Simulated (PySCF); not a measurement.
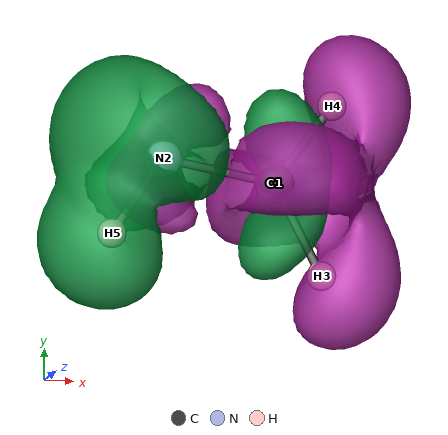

*CH3N, SMILES `C=N`. Change of the electron density in a uniform field of 0.10 V/Å, surfaces at ±0.0008 e/Å³ (green: gain, purple: loss).*

Level of theory: PBE/6-31G* (PySCF), at a geometry from GFN2-xTB. No frequency check shows the geometry to be a minimum. A basis without diffuse functions makes polarisabilities too small.

Coordinates in Å:

```
C1       0.5811   -0.0314    0.0000
N2      -0.6544    0.1480    0.0000
H3       1.1009   -0.9959    0.0000
H4       1.2167    0.8461    0.0000
H5      -1.2232   -0.6985    0.0000
```

The field was applied in both directions; the picture shows the one opposite to the script's first.

Along which Cartesian direction does the field point?

Along +x: electrons gather on the −x side, against the field.

How large is the response?

The induced dipole is 0.13 D (along the field); α along this axis, from the fields in both directions, is 25 bohr³ (3.7 Å³).

Cost of the run: 4.5 s on 1 thread of Intel(R) Xeon(R) Platinum 8488C (Sapphire Rapids), with other jobs on the host, peak memory 0.19 GiB.
